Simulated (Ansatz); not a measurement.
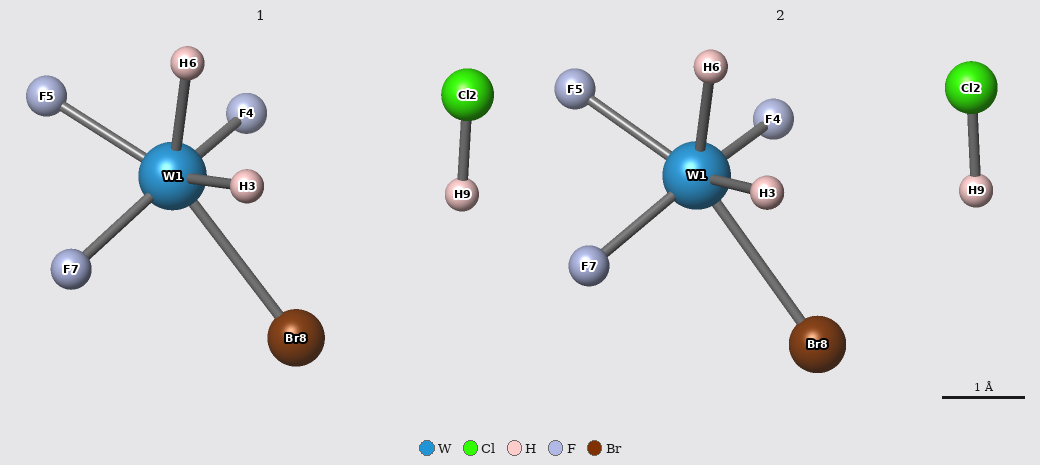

Two geometries of WH$_{3}$BrClF$_{3}$, drawn at one scale. One is the start of a relaxation, the other its converged end. The picture is a ball-and-stick view, seen face on.

The calculation used RKS B3LYP-D4/def2-SVP (Ansatz 0.2.0). Set-up: no spin polarisation; force threshold 0.03 eV/Å; at most 50 steps.

> Which one is relaxed?

Structure 1 is the relaxed one. The run prepares an end point of a later path (reaction) calculation, from a guessed geometry. The energy falls by 0.044 eV in 6 accepted moves (7 points after the start). The largest force component goes from 0.79 to 0.029 eV/Å. The line search rejected the trial step at point 2 of the run. The largest move after the best rigid fit is that of Cl2, 0.23 Å. By element the largest moves are Cl 0.23 Å, F 0.14 Å, H 0.12 Å, Br 0.11 Å, W 0.05 Å. Some distances before and after: W1–Cl2 3.592 → 3.823 Å, W1–Br8 2.559 → 2.514 Å, Cl2–H9 1.336 → 1.296 Å, W1–F7 1.838 → 1.846 Å. Among the angles between lasting bonds that change: F4–W1–H6 96.4° → 91.6°, F4–W1–F7 149.6° → 154.1°, H3–W1–F4 116.1° → 113.7°. Cost: 32 s on 4 threads of Arm Neoverse V1, on a shared host, peak memory 0.42 GiB.

Limits of the set-up: the start holds two separate molecules, 2.8 Å apart at their closest, whose relative position is a soft coordinate.
